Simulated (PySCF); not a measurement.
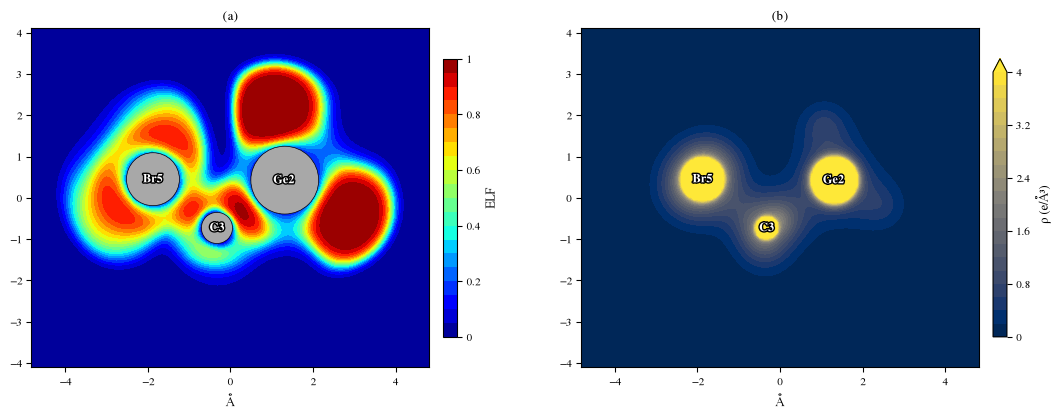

Figure. CH3BrF2Ge (SMILES [F][GeH2][C@H](F)Br). (a) electron localisation function; (b) total electron density on the plane of atoms Ge2, C3 and Br5. Grey discs cover the atomic cores in the ELF map.

Geometry: GFN2-xTB.

Method: wB97X-D/def2-SVPD, SCF density, gas phase (PySCF 2.14.0).

```xyz
8

F    -1.3850    1.3984   -0.7902
Ge   -1.0015   -0.0429    0.1092
C     0.9799   -0.1638   -0.2039
F     1.3955   -1.4562   -0.2213
Br    1.8636    0.7680    1.2622
H    -1.3563    0.3131    1.5227
H    -1.8057   -1.1163   -0.5733
H     1.3185    0.3091   -1.1300
```

Question: What does the map show?

Answer: Atoms in the plane: Ge, C and Br. C–Br (1.95 Å): ρ at the midpoint is about 1 e/Å³; the ELF peaks at about 0.90 between the atoms (a shared electron pair). C–Ge (2.01 Å): ρ at the midpoint is about 0.86 e/Å³; the ELF peaks at about 0.95 in the valence shell of C, 0.7 Å from its nucleus, and is about 0.75 at the midpoint. The ELF also peaks beside Br5, away from the bonds: lone-pair regions.
